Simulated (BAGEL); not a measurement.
**C2H5AlBN (SMILES B[C]1=C[NH][AlH]1), step by step**

Aim: a single-point energy (HF/cc-pVDZ), then a single-point energy (NEVPT2(2,2)/cc-pVDZ) of C2H5AlBN. 

The calculation is run with BAGEL 1.2.2.

1 further run of the same task is left out (set aside as unsound or not needed).

### 1 The structure to begin with

C2H5AlBN has 10 atoms, charge 0, and is taken as a singlet. As SMILES, `B[C]1=C[NH][AlH]1`. The N4–H9 distance was set to 1.607 Å, away from the relaxed value. At this shape a bond of the SMILES string is far longer than usual.

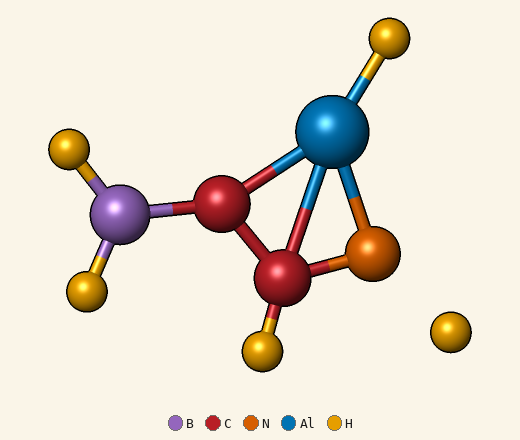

Viewed from a chosen angle; boron purple, carbon red, nitrogen orange, aluminium blue, hydrogen amber.

### 2 The energy at HF/cc-pVDZ (density fitting with svp-jkfit) (run 1)

Input file hf.json:

```json
{ "bagel" : [

{
  "title" : "molecule",
  "basis" : "cc-pvdz.json",
  "df_basis" : "svp-jkfit",
  "angstrom" : true,
  "geometry" : [
    { "atom" : "B", "xyz" : [      -1.235660,       0.880233,      -1.938827 ] },
    { "atom" : "C", "xyz" : [      -0.126460,       0.546333,      -0.998927 ] },
    { "atom" : "C", "xyz" : [      -0.297660,      -0.167767,       0.182173 ] },
    { "atom" : "N", "xyz" : [       0.838240,      -0.369967,       0.902673 ] },
    { "atom" : "Al", "xyz" : [       1.705840,       0.568433,      -0.439627 ] },
    { "atom" : "H", "xyz" : [      -2.358360,       0.520533,      -1.681827 ] },
    { "atom" : "H", "xyz" : [      -1.058860,       1.498933,      -2.952727 ] },
    { "atom" : "H", "xyz" : [      -1.255660,      -0.555667,       0.541573 ] },
    { "atom" : "H", "xyz" : [       0.792000,      -1.179400,       2.289700 ] },
    { "atom" : "H", "xyz" : [       3.235740,       0.939033,      -0.582327 ] }
  ]
},

{
  "title" : "hf"
},

{
  "title" : "print",
  "file" : "orbitals.molden",
  "orbitals" : true
}

]}
```

The basis set cc-pVDZ is read from a file made from the Basis Set Exchange's data (not shown).

Launch:

```
BAGEL_NUM_THREADS=1 BAGEL hf.json > hf.out
```

What it wrote:

```text
* using 1 threads per process

  ===============================================================
  ===============================================================

  *** Geometry ***

  { "atom" : "B", "xyz" : [     -2.335059,      1.663399,     -3.663852 ] },
  { "atom" : "C", "xyz" : [     -0.238975,      1.032420,     -1.887698 ] },
  { "atom" : "C", "xyz" : [     -0.562496,     -0.317034,      0.344257 ] },
  { "atom" : "N", "xyz" : [      1.584044,     -0.699136,      1.705805 ] },
  { "atom" : "Al", "xyz" : [      3.223570,      1.074183,     -0.830775 ] },
  { "atom" : "H", "xyz" : [     -4.456655,      0.983665,     -3.178192 ] },
  { "atom" : "H", "xyz" : [     -2.000955,      2.832573,     -5.579845 ] },
  { "atom" : "H", "xyz" : [     -2.372854,     -1.050058,      1.023425 ] },
  { "atom" : "H", "xyz" : [      1.496663,     -2.228743,      4.326906 ] },
  { "atom" : "H", "xyz" : [      6.114662,      1.774515,     -1.100439 ] },

  Number of auxiliary basis functions:      520

  Since a DF basis is specified, we compute 2- and 3-index integrals:
    o Being stored without compression. Storage requirement is 0.041 GB

  Number of basis functions:       99
  Number of electrons      :       42

    * METHOD: MOLECULE                             0.28

  *** RHF ***

  === Nuclear Repulsion ===
   177.3496482126

      * DIIS with orbital gradients will be used.

  === RHF iteration (cc-pvdz.json) ===
      0       -399.27702102          0.01517351           0.09
      1       -399.45270670          0.01069042           0.09
      2       -399.54175197          0.00195464           0.09
      3       -399.54587574          0.00092244           0.09
      4       -399.54670223          0.00029372           0.09
      5       -399.54680936          0.00010628           0.10
      6       -399.54683217          0.00005869           0.09
      7       -399.54684023          0.00001740           0.09
      8       -399.54684074          0.00000931           0.09
      9       -399.54684093          0.00000375           0.09
     10       -399.54684096          0.00000242           0.09
     11       -399.54684097          0.00000072           0.09
     12       -399.54684097          0.00000036           0.09
     13       -399.54684097          0.00000016           0.09
     14       -399.54684097          0.00000005           0.09
     15       -399.54684097          0.00000002           0.09
     16       -399.54684097          0.00000001           0.10
     17       -399.54684097          0.00000001           0.09
    * SCF iteration converged.

    * Permanent dipole moment:
           (   -0.785806,     0.529764,    -1.173810) a.u.

    * METHOD: HF                                   1.87

    * METHOD: PRINT                                0.02

  ===============================================================
```

Wall time 2.4 s (1 thread of Arm Neoverse V2, shared host); peak memory 0.15 GiB.

### 3 The energy at NEVPT2(2,2)/cc-pVDZ (density fitting with svp-jkfit) (run 2)

Input file input.json:

```json
{ "bagel" : [

{
  "title" : "molecule",
  "basis" : "cc-pvdz.json",
  "df_basis" : "svp-jkfit",
  "angstrom" : true,
  "geometry" : [
    { "atom" : "B", "xyz" : [      -1.235660,       0.880233,      -1.938827 ] },
    { "atom" : "C", "xyz" : [      -0.126460,       0.546333,      -0.998927 ] },
    { "atom" : "C", "xyz" : [      -0.297660,      -0.167767,       0.182173 ] },
    { "atom" : "N", "xyz" : [       0.838240,      -0.369967,       0.902673 ] },
    { "atom" : "Al", "xyz" : [       1.705840,       0.568433,      -0.439627 ] },
    { "atom" : "H", "xyz" : [      -2.358360,       0.520533,      -1.681827 ] },
    { "atom" : "H", "xyz" : [      -1.058860,       1.498933,      -2.952727 ] },
    { "atom" : "H", "xyz" : [      -1.255660,      -0.555667,       0.541573 ] },
    { "atom" : "H", "xyz" : [       0.792000,      -1.179400,       2.289700 ] },
    { "atom" : "H", "xyz" : [       3.235740,       0.939033,      -0.582327 ] }
  ]
},

{
  "title" : "hf"
},

{
  "title" : "nevpt2",
  "nstate" : 1,
  "nact" : 2,
  "nclosed" : 20,
  "active" : [19, 23],
  "maxiter" : 200,
  "natocc" : true,
  "ncore" : 9
},

{
  "title" : "print",
  "file" : "orbitals.molden",
  "orbitals" : true
}

]}
```

The basis set cc-pVDZ is read from a file made from the Basis Set Exchange's data (not shown).

Launch:

```
BAGEL_NUM_THREADS=1 BAGEL input.json > input.out
```

What it wrote:

```text
* using 1 threads per process

  ===============================================================
  ===============================================================

  *** Geometry ***

  { "atom" : "B", "xyz" : [     -2.335059,      1.663399,     -3.663852 ] },
  { "atom" : "C", "xyz" : [     -0.238975,      1.032420,     -1.887698 ] },
  { "atom" : "C", "xyz" : [     -0.562496,     -0.317034,      0.344257 ] },
  { "atom" : "N", "xyz" : [      1.584044,     -0.699136,      1.705805 ] },
  { "atom" : "Al", "xyz" : [      3.223570,      1.074183,     -0.830775 ] },
  { "atom" : "H", "xyz" : [     -4.456655,      0.983665,     -3.178192 ] },
  { "atom" : "H", "xyz" : [     -2.000955,      2.832573,     -5.579845 ] },
  { "atom" : "H", "xyz" : [     -2.372854,     -1.050058,      1.023425 ] },
  { "atom" : "H", "xyz" : [      1.496663,     -2.228743,      4.326906 ] },
  { "atom" : "H", "xyz" : [      6.114662,      1.774515,     -1.100439 ] },

  Number of auxiliary basis functions:      520

  Since a DF basis is specified, we compute 2- and 3-index integrals:
    o Being stored without compression. Storage requirement is 0.041 GB

  Number of basis functions:       99
  Number of electrons      :       42

    * METHOD: MOLECULE                             0.29

  *** RHF ***

  === Nuclear Repulsion ===
   177.3496482126

      * DIIS with orbital gradients will be used.

  === RHF iteration (cc-pvdz.json) ===
      0       -399.27702102          0.01517351           0.11
      1       -399.45270670          0.01069042           0.09
      2       -399.54175197          0.00195464           0.09
      3       -399.54587574          0.00092244           0.09
      4       -399.54670223          0.00029372           0.11
      5       -399.54680936          0.00010628           0.10
      6       -399.54683217          0.00005869           0.09
      7       -399.54684023          0.00001740           0.09
      8       -399.54684074          0.00000931           0.09
      9       -399.54684093          0.00000375           0.09
     10       -399.54684096          0.00000242           0.09
     11       -399.54684097          0.00000072           0.09
     12       -399.54684097          0.00000036           0.09
     13       -399.54684097          0.00000016           0.09
     14       -399.54684097          0.00000005           0.09
     15       -399.54684097          0.00000002           0.09
     16       -399.54684097          0.00000001           0.09
     17       -399.54684097          0.00000001           0.09
    * SCF iteration converged.

    * Permanent dipole moment:
           (   -0.785806,     0.529764,    -1.173810) a.u.

    * METHOD: HF                                   1.92

    * freezing 9 orbitals
  ---------------------------
      CASSCF calculation
  ---------------------------

    ==== Active orbitals : =====
         Orbital 19
         Orbital 23
    ============================

    * nstate   :      1
    * nclosed  :     20
    * nact     :      2
    * nvirt    :     77
  === CASSCF iteration (cc-pvdz.json) ===

    * Using the second-order algorithm

      0  0      -399.55087624     7.59e-04      0.03

      1  0      -399.58694115     2.40e-03      0.43

      2  0      -399.59096138     3.43e-04      0.51

      3  0      -399.59106565     7.83e-05      0.52

      4  0      -399.59106900     2.16e-05      0.54

      5  0      -399.59106917     6.81e-06      0.54

      6  0      -399.59106918     2.17e-06      0.57

      7  0      -399.59106918     6.89e-07      0.58

      8  0      -399.59106918     2.17e-07      0.55

      9  0      -399.59106918     6.84e-08      0.51

     10  0      -399.59106918     2.15e-08      0.46

     11  0      -399.59106918     6.76e-09      0.42

    * Second-order optimization converged. *

     guess   0:   closed 1.                   open ..

  === FCI iteration ===

      0  0      -399.54467903     9.22e-02      0.00
      1  0      -399.59055122     8.42e-03      0.00
      2  0 *    -399.59106918     5.11e-16      0.00

     * ci vector, state   0, <S^2> = 0.0000
       2.     0.9696884158
       .2    -0.2443447899

  === DF-NEVPT2 calculation ===

    * 3-index integral transformation done
    * assembly done

      NEVPT2 correlation energy:   -0.5454895939      0.25

          (+0)     -0.4680693695
          (+0)'    -0.0241483691
          (+1)     -0.0124139160
          (+1)'    -0.0000000000
          (+2)     -0.0004636355
          (-1)     -0.0361360372
          (-1)'     0.0000000000
          (-2)     -0.0042582666

      NEVPT2 total energy:       -400.1365587784

    * METHOD: NEVPT2                               6.30

    * METHOD: PRINT                                0.02

  ===============================================================
```

Wall time 9 s (1 thread of Arm Neoverse V2, shared host); peak memory 0.15 GiB.

### 4 Results

| quantity | value |
| --- | --- |
| run 1, HF/cc-pVDZ: total energy | -399.54684 Eh |
| run 1, HF/cc-pVDZ: dipole moment | 3.83 D |
| run 1, HF/cc-pVDZ: HOMO energy | -8.29 eV |
| run 1, HF/cc-pVDZ: LUMO energy | 1.55 eV |
| run 1, HF/cc-pVDZ: HOMO–LUMO gap | 9.84 eV |
| run 2, NEVPT2(2,2)/cc-pVDZ: total energy | -400.13656 Eh |
